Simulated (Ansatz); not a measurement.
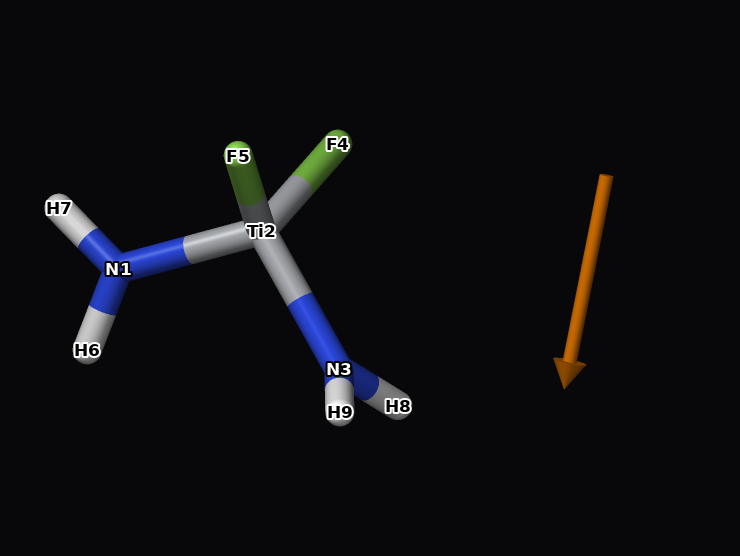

The arrow beside the molecule shows the direction of the dipole moment, from the negative to the positive end (its length means nothing). Charge 0, singlet. The geometry was computed by an optimisation with PBE-D4/def2-SVP. No frequency run is at hand to confirm it as a minimum. Method: RKS PBE-D4/def2-SVP (Ansatz 0.2.0).

**How large is the dipole moment?**

2.86 D; it points from the side of F4, F5 to the side of H6, H8, H9 (the outermost atoms at the two ends).
